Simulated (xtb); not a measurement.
## Si3N3H9: molecular dynamics (part 2 of 2)

The same run, continued: Si3N3H9, SMILES [SiH3]N[SiH]1N[SiH2]N1; GFN1-xTB (xtb 6.7.1). The starting geometry was optimised with GFN1-xTB.

Geometry of the input (Å):
```
Si -2.8696  0.4226  -0.5825
N  -1.1420  0.4495  -0.4265
Si 0.1227  -0.4783  0.3865
N  1.4766  -1.0278  -0.6152
Si 2.6608  -0.1238  0.3202
N  1.3198  0.4516  1.3030
H  -3.3679  -0.6994  0.1864
H  -3.2414  0.2750  -1.9791
H  -3.4362  1.6625  -0.0800
H  -0.7173  1.2137  -0.9536
H  -0.5563  -1.5125  1.1262
H  1.5361  -1.6496  -1.4025
H  3.6130  -0.9493  1.0344
H  3.3515  0.9118  -0.4219
H  1.2501  1.0540  2.1045
```

### The program's output, continued
```
 ---------------------------------------------------------------------------
     1  14 Si   4.292 --     2 N    1.287     7 H    0.943     8 H    0.942
                             9 H    0.942     3 Si   0.115
     2   7 N    3.369 --     1 Si   1.287     3 Si   1.121    10 H    0.866
     3  14 Si   4.788 --     6 N    1.138     4 N    1.138     2 N    1.121
                            11 H    0.930     5 Si   0.268     1 Si   0.115
     4   7 N    3.363 --     5 Si   1.191     3 Si   1.138    12 H    0.916
     5  14 Si   4.567 --     4 N    1.191     6 N    1.191    13 H    0.936
                            14 H    0.936     3 Si   0.268
     6   7 N    3.363 --     5 Si   1.191     3 Si   1.138    15 H    0.917
     7   1 H    0.989 --     1 Si   0.943
     8   1 H    0.989 --     1 Si   0.942
     9   1 H    0.989 --     1 Si   0.942
    10   1 H    0.956 --     2 N    0.866
    11   1 H    0.993 --     3 Si   0.930
    12   1 H    0.960 --     4 N    0.916
    13   1 H    0.992 --     5 Si   0.936
    14   1 H    0.992 --     5 Si   0.936
    15   1 H    0.960 --     6 N    0.917
 ---------------------------------------------------------------------------

Topologies differ in total number of bonds
Writing topology from bond orders to xtbtopo.mol

 dipole moment from electron density (au)
     X       Y       Z
   0.4361   0.3706  -0.2341  total (Debye):    1.572

           -------------------------------------------------
          | TOTAL ENERGY              -20.202175244451 Eh   |
          | GRADIENT NORM               0.000027215885 Eh/α |
          | HOMO-LUMO GAP               5.687075831371 eV   |
           -------------------------------------------------
           -------------------------------------------------
          |               Molecular Dynamics                |
           -------------------------------------------------
 trajectories on xtb.trj or xtb.trj.<n>

 MD time /ps        :    0.20
 dt /fs             :    0.25
 SCC accuracy       :    2.00
 temperature /K     :  200.00
 max steps          :   800
 block length (av.) :  5000
 dumpstep(trj) /fs  :   20.00    80
 dumpstep(coords)/fs: 1000.00  4000
 H atoms mass (amu) :     1
 # deg. of freedom  :    45
 SHAKE off
         time (ps)    <Epot>      Ekin   <T>   T     Etot       error
      0    0.00      0.00000   0.0798    0.    0.   -20.12237    0.0000
    200    0.05    -20.06336   0.0265  519.  372.   -20.12561   -0.0009
    400    0.10    -20.11331   0.0342  519.  480.   -20.12813    0.0016
    600    0.15    -20.13057   0.0352  527.  494.   -20.12696    0.0005
 average properties
 Epot               :  -20.138944222391153
 Epot (accurate SCC):  -20.163877442519091
 Ekin               :   3.7569691648361520E-002
 Etot               :  -20.101374530742792
 T                  :   527.27028863475903
 normal exit of md()

------------------------------------------------------------------------
------------------------------------------------------------------------
 total:
 *  cpu-time:     0 d,  0 h,  0 min, 36.399 sec
 * ratio c/w:     0.983 speedup
 SCF:
 *  cpu-time:     0 d,  0 h,  0 min,  0.049 sec
 * ratio c/w:     0.994 speedup
 MD:
 *  cpu-time:     0 d,  0 h,  0 min, 36.330 sec
 * ratio c/w:     0.983 speedup
```

### Standard error
```
normal termination of xtb
```

### Trajectory as extended XYZ (Å, eV, eV/Å), 10 frames, from step=0 to step=9
```
15
Properties=species:S:1:pos:R:3 step=0 time_fs=0.0 energy=-549.72919
Si   -2.8696    0.4226   -0.5825
N    -1.1420    0.4495   -0.4265
Si    0.1227   -0.4783    0.3865
N     1.4766   -1.0278   -0.6152
Si    2.6608   -0.1238    0.3202
N     1.3198    0.4516    1.3030
H    -3.3679   -0.6994    0.1864
H    -3.2414    0.2750   -1.9791
H    -3.4362    1.6625   -0.0800
H    -0.7173    1.2137   -0.9536
H    -0.5563   -1.5125    1.1262
H     1.5361   -1.6496   -1.4025
H     3.6130   -0.9493    1.0344
H     3.3515    0.9118   -0.4219
H     1.2501    1.0540    2.1045
15
Properties=species:S:1:pos:R:3 step=1 time_fs=20.0 energy=-548.60294
Si   -2.9558    0.4691   -0.6021
N    -1.1895    0.4228   -0.4042
Si    0.1432   -0.4409    0.3679
N     1.5155   -1.0447   -0.6076
Si    2.7024   -0.1013    0.3109
N     1.3796    0.3636    1.3854
H    -3.3047   -0.8925    0.1013
H    -3.1675    0.2650   -2.1139
H    -3.9128    1.4462   -0.0961
H    -0.8477    0.7056   -1.3080
H    -0.4788   -1.3846    1.2432
H     1.5614   -1.9282   -1.0843
H     3.7346   -1.0741    1.1139
H     3.5305    0.9415   -0.5773
H     1.3622    1.1133    2.1048
15
Properties=species:S:1:pos:R:3 step=2 time_fs=40.0 energy=-548.78631
Si   -2.9949    0.4129   -0.6074
N    -1.2380    0.3967   -0.5229
Si    0.1654   -0.4223    0.4256
N     1.5016   -1.0842   -0.5488
Si    2.7287   -0.1343    0.3142
N     1.4436    0.4303    1.3450
H    -3.9470   -0.5360   -0.0927
H    -3.2245    0.5436   -2.0304
H    -3.0750    1.7489    0.0897
H    -0.8326    1.1884   -0.9849
H    -0.6097   -1.5861    0.9706
H     1.5764   -1.2831   -1.5357
H     3.8035   -0.8284    0.9361
H     3.2130    0.9870   -0.4117
H     1.2885    0.9255    2.2793
15
Properties=species:S:1:pos:R:3 step=3 time_fs=60.0 energy=-548.84401
Si   -2.9367    0.4651   -0.6151
N    -1.1721    0.2443   -0.4738
Si    0.1266   -0.4282    0.4051
N     1.5077   -0.9852   -0.5999
Si    2.7256   -0.1399    0.3023
N     1.3299    0.4505    1.3488
H    -3.3550   -0.7412   -0.0373
H    -3.4585    0.5526   -1.9326
H    -3.5604    1.5969    0.0761
H    -0.8963    1.2018   -0.5947
H    -0.3610   -1.3285    1.4247
H     1.4297   -1.6955   -1.3233
H     3.6606   -0.9847    0.8811
H     3.3986    0.8337   -0.4186
H     1.4610    1.0434    2.2512
15
Properties=species:S:1:pos:R:3 step=4 time_fs=80.0 energy=-548.64616
Si   -2.8894    0.4508   -0.6028
N    -1.1589    0.3883   -0.3859
Si    0.1513   -0.5170    0.4515
N     1.4192   -0.9665   -0.6929
Si    2.6498   -0.1162    0.3285
N     1.3882    0.5076    1.2580
H    -3.5656   -0.8638   -0.1615
H    -2.9254    0.5022   -2.1248
H    -3.4385    1.4941    0.2225
H    -0.7323    0.7865   -1.2157
H    -0.5033   -1.6148    1.0304
H     1.6304   -1.7650   -1.2878
H     3.4723   -1.1319    1.2878
H     3.6149    0.9112   -0.4113
H     1.1117    1.3122    1.9418
15
Properties=species:S:1:pos:R:3 step=5 time_fs=100.0 energy=-548.64487
Si   -2.8365    0.4118   -0.5873
N    -1.0759    0.4743   -0.3448
Si    0.1431   -0.5610    0.4327
N     1.4751   -0.9882   -0.6521
Si    2.6120   -0.1464    0.3196
N     1.2360    0.6122    1.2123
H    -3.8101   -0.6999   -0.3630
H    -3.1461    0.8638   -1.9723
H    -3.2342    1.6223    0.1736
H    -0.5414    0.5469   -1.2032
H    -0.3223   -1.6081    1.3825
H     1.3930   -1.2753   -1.6185
H     3.5925   -1.0408    1.0580
H     3.3978    0.8299   -0.4601
H     1.3227    1.2080    2.1188
15
Properties=species:S:1:pos:R:3 step=6 time_fs=120.0 energy=-548.57659
Si   -2.8034    0.4850   -0.5728
N    -1.0895    0.2719   -0.4533
Si    0.1176   -0.5024    0.4366
N     1.4274   -1.0366   -0.6661
Si    2.6171   -0.1010    0.3184
N     1.2888    0.5324    1.2154
H    -2.9986   -0.8466   -0.2177
H    -3.0558    0.7551   -1.9036
H    -3.4877    1.2002    0.4990
H    -0.8423    1.2186   -0.7826
H    -0.5825   -1.4936    1.1997
H     1.5539   -1.8118   -1.3094
H     3.4461   -0.8569    1.0208
H     3.2717    0.8809   -0.3286
H     1.1138    1.0523    2.1280
15
Properties=species:S:1:pos:R:3 step=7 time_fs=140.0 energy=-548.75192
Si   -2.8573    0.4365   -0.5427
N    -1.1201    0.4296   -0.6023
Si    0.1233   -0.5308    0.4097
N     1.4817   -1.0838   -0.5274
Si    2.6332   -0.0846    0.2733
N     1.3137    0.4767    1.3631
H    -3.6510   -0.7918   -0.5785
H    -3.3642    1.1120   -1.8253
H    -3.3557    1.4792    0.3229
H    -0.5254    1.2628   -0.7717
H    -0.4209   -1.5946    1.1680
H     1.5994   -1.8893   -1.1205
H     3.7050   -0.8729    1.0829
H     3.3854    0.9774   -0.6383
H     1.2680    1.3495    1.9219
15
Properties=species:S:1:pos:R:3 step=8 time_fs=160.0 energy=-548.73983
Si   -2.8934    0.4686   -0.5706
N    -1.1263    0.4775   -0.4889
Si    0.1116   -0.4709    0.3665
N     1.5627   -1.2569   -0.4544
Si    2.6632   -0.0440    0.3029
N     1.3054    0.3986    1.2806
H    -3.3569   -0.9729   -0.3203
H    -3.2527    1.1067   -1.8595
H    -3.2835    0.9594    0.7602
H    -0.8390    0.7684   -1.4562
H    -0.8266   -1.3278    1.1661
H     1.5373   -1.6240   -1.3874
H     3.9127   -0.6986    0.9894
H     3.0809    1.0119   -0.7506
H     1.2351    0.9314    2.1275
15
Properties=species:S:1:pos:R:3 step=9 time_fs=180.0 energy=-548.59636
Si   -2.8660    0.4597   -0.5216
N    -1.1389    0.4204   -0.5456
Si    0.1142   -0.4620    0.3280
N     1.5021   -1.2031   -0.4392
Si    2.6571   -0.0637    0.2764
N     1.3269    0.4282    1.3419
H    -3.2987   -0.8164   -0.9191
H    -3.3262    1.1876   -1.6354
H    -3.6332    1.2111    0.4718
H    -0.7566    0.8983   -1.4069
H    -0.3758   -1.5171    1.1932
H     1.7246   -2.0373   -0.9375
H     3.6820   -0.5229    0.9905
H     3.0817    0.9684   -0.4442
H     1.1633    0.9684    2.1269
```

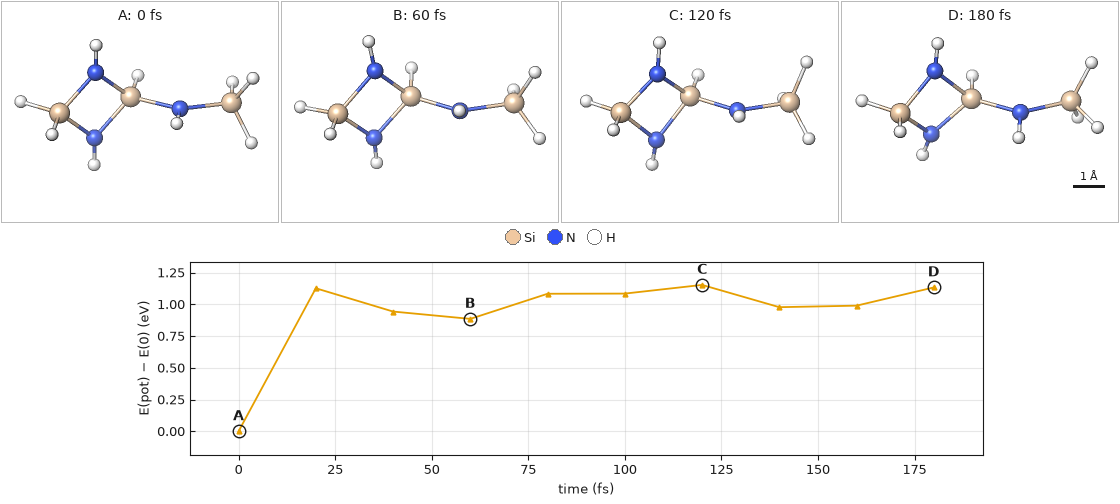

Fig. 1: Frames of the molecular dynamics (ball-and-stick, seen at a tilt) above the curves, on which the letters mark them. The trajectory kept here has 10 frames over 180 fs. The potential energy ends 1.133 eV above its first value. After an unweighted best fit of the last frame on the first, the root-mean-square displacement is 0.50 Å, and H7 has moved furthest (1.00 Å).

### Summary

```tsv
quantity	value
outcome	finished
trajectory	10 frames kept, 180 fs
electrons treated	36
potential energy (first step)	−20.202175 hartree
dispersion energy (first step)	−0.006584 hartree
basis functions (first step)	60
wall time	37 s
peak memory	0.071 GiB
```

### Remarks

Settings chosen away from the usual ones: method = gfn1-xtb; task = md; geo = {"prev": "A"}; x = {"md_temperature": 200, "md_time": 0.2, "time_step": 0.25, "md_dump": 20, "hydrogen_mass": 1, "shake": 0, "nvt": "false"}. So short a trajectory is not equilibrated.
